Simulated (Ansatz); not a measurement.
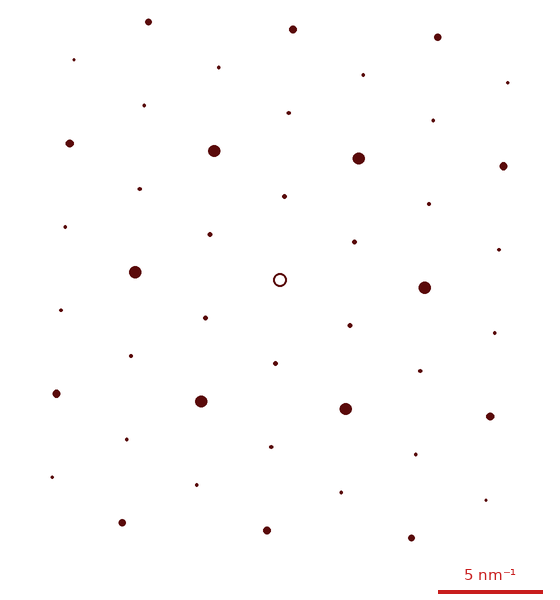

The pattern is a kinematic simulation for 200 kV electrons (no multiple scattering; isotropic B = 0.3 Å²).

It belongs to Mo₃N₂, space group P-3m1 (No. 164), a = 2.86 Å, c = 7.94 Å (hexagonal axes). Structure: the end point of a relaxation with DFT PBE, scalar-relativistic, plane waves, PAW in Ansatz 0.2.0; the starting structure was generated, so it need not be a known form of this composition.

Q: Determine the zone axis from the geometry of the pattern.

A: The spots form a hexagonal net with both shortest vectors at d = 2.48 Å, 60.0° apart. They index as 1 -1 0 (weak) and 1 0 0 (weak), so the zone axis is [001].
